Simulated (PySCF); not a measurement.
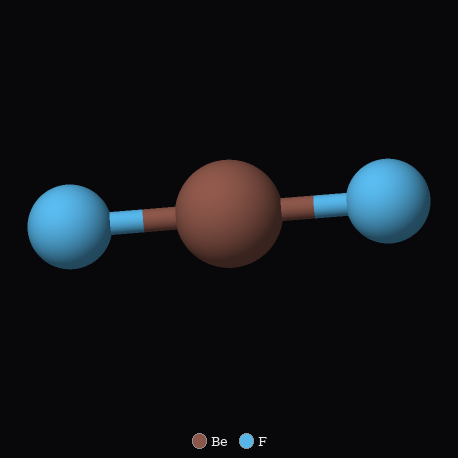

Ball-and-stick drawing of a structure. Every bond is drawn as one stick, whatever its order.

> Count the atoms of each element.

BeF₂, 3 atoms: 1 beryllium and 2 fluorine.

> How many bonds of each kind are drawn?

2 Be–F.

> What is the point group of this geometry?

D∞h.

> Give a SMILES string for it.

[F][Be][F]

More results for the same structure follow; atom numbers are the same in all pictures, views and colours differ. The computed structure is the end point of a PBE0-D3(BJ)/def2-SVP optimisation. No frequency run is at hand to confirm it as a minimum.

### Geometry

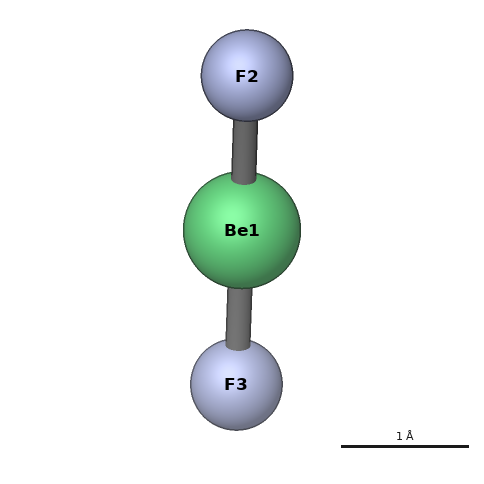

Numbered structure. No frequency run is at hand to confirm it as a minimum.

What are the angles F2–Be1–F3?

| angle | degrees |
| --- | --- |
| F2–Be1–F3 | 179.8 |

### NMR shielding

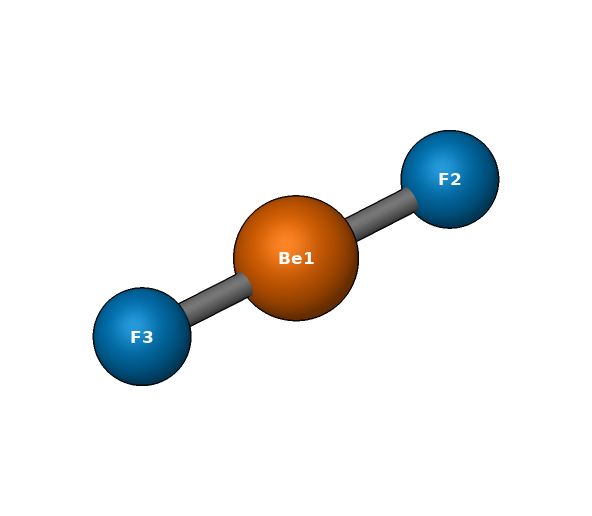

No frequency run is at hand to confirm it as a minimum. Method: GIAO B3LYP/pcSseg-1 NMR shielding, non-relativistic, gas phase (PySCF 2.14.0). Principal shieldings σ11 ≤ σ22 ≤ σ33, span Ω = σ33 − σ11, skew κ = 3(σiso − σ22)/Ω.

Give the shielding tensors of the F atoms.

| atom | σ11 | σ22 | σ33 | σiso | Ω | κ |
| --- | --- | --- | --- | --- | --- | --- |
| F2, F3 | 304.1 | 304.1 | 483.4 | 363.9 | 179.3 | 1.00 |

Shieldings and span in ppm.

### Polarisability

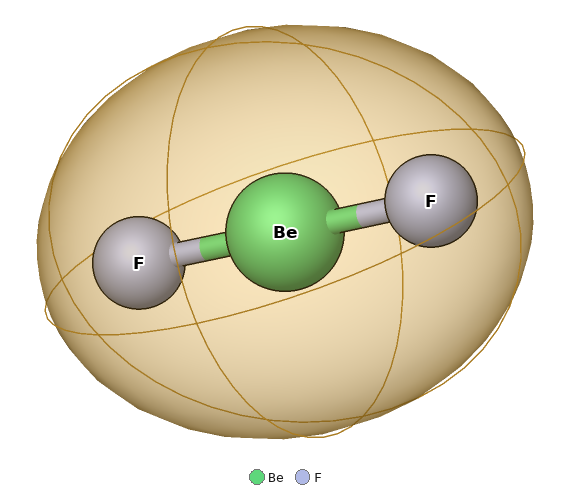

The ellipsoid shows the static dipole polarisability: its half-axes are proportional to the principal values. No frequency run is at hand to confirm it as a minimum. Level of theory: ωB97X-D/def2-SVPD (PySCF 2.14.0).

> How large and how anisotropic is the polarisability?

Principal values 12.0, 12.0, 15.6 bohr³; mean 13.2 bohr³ (1.96 Å³); anisotropy 3.5 bohr³, so the longest axis is 1.29 times the shortest.

### Levels of theory compared

No frequency run is at hand to confirm it as a minimum. Program: PySCF 2.14.0.

At this fixed geometry, give HOMO–LUMO gap (eV), HOMO energy (eV) at these levels: B3LYP/pcJ-1; B3LYP/pcSseg-1; PBE0/pcSseg-1; ωB97X-D/def2-SVPD.

| level | HOMO–LUMO gap (eV) | HOMO energy (eV) |
| --- | --- | --- |
| B3LYP/pcJ-1 | 10.56 | −11.13 |
| B3LYP/pcSseg-1 | 10.57 | −11.31 |
| PBE0/pcSseg-1 | 11.29 | −11.65 |
| ωB97X-D/def2-SVPD | 14.83 | −13.92 |

### Core levels

No frequency run is at hand to confirm it as a minimum. Method: delta-SCF UKS SCAN, pcX-2 on the ionised atom (unc-x2c-TZVPall on a metal), pcseg-1 elsewhere, spin-free X2C (PySCF 2.14.0).

Give the core-electron binding energies (to vacuum) of Be1 1s, F2 1s.

```json
{"atom": "Be1", "level": "1s", "binding energy (eV)": "123.6"}
{"atom": "F2", "level": "1s", "binding energy (eV)": "692.9"}
```
